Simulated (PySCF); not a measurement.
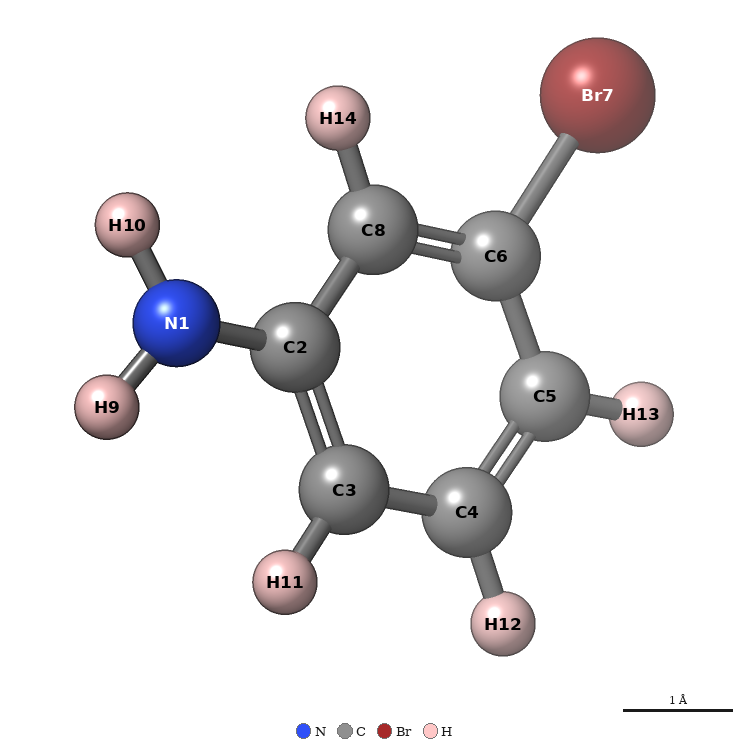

Orthographic view. Depth is shown by fading: the farther an atom, the more it takes the colour of the background. The computed structure is the end point of a PBE0-D3(BJ)/def2-SVP optimisation. No frequency run is at hand to confirm it as a minimum.

Write a MOL file (V2000) with the atoms in numerical order, bonds sorted by atom number with the orders drawn, and coordinates in the frame of the picture: x right, y up, z towards the viewer, origin at the mean position.

```
C6H6BrN
                    3D

 14 14  0  0  0  0  0  0  0  0999 V2000
   -1.8500    0.3300    1.3800 N   0  0  0  0  0  0  0  0  0  0  0  0
   -0.7600    0.1000    0.5700 C   0  0  0  0  0  0  0  0  0  0  0  0
   -0.3100   -1.2000    0.3000 C   0  0  0  0  0  0  0  0  0  0  0  0
    0.8100   -1.4100   -0.4800 C   0  0  0  0  0  0  0  0  0  0  0  0
    1.5300   -0.3500   -1.0200 C   0  0  0  0  0  0  0  0  0  0  0  0
    1.0800    0.9400   -0.7600 C   0  0  0  0  0  0  0  0  0  0  0  0
    2.0100    2.4200   -1.4800 Br  0  0  0  0  0  0  0  0  0  0  0  0
   -0.0500    1.1800    0.0200 C   0  0  0  0  0  0  0  0  0  0  0  0
   -2.4900   -0.4500    1.5200 H   0  0  0  0  0  0  0  0  0  0  0  0
   -2.3000    1.2300    1.3200 H   0  0  0  0  0  0  0  0  0  0  0  0
   -0.8600   -2.0500    0.7200 H   0  0  0  0  0  0  0  0  0  0  0  0
    1.1500   -2.4400   -0.6800 H   0  0  0  0  0  0  0  0  0  0  0  0
    2.4100   -0.5100   -1.6400 H   0  0  0  0  0  0  0  0  0  0  0  0
   -0.3700    2.2100    0.2200 H   0  0  0  0  0  0  0  0  0  0  0  0
  1  2  1  0
  1  9  1  0
  1 10  1  0
  2  3  2  0
  2  8  1  0
  3  4  1  0
  3 11  1  0
  4  5  2  0
  4 12  1  0
  5  6  1  0
  5 13  1  0
  6  7  1  0
  6  8  2  0
  8 14  1  0
M  END
```
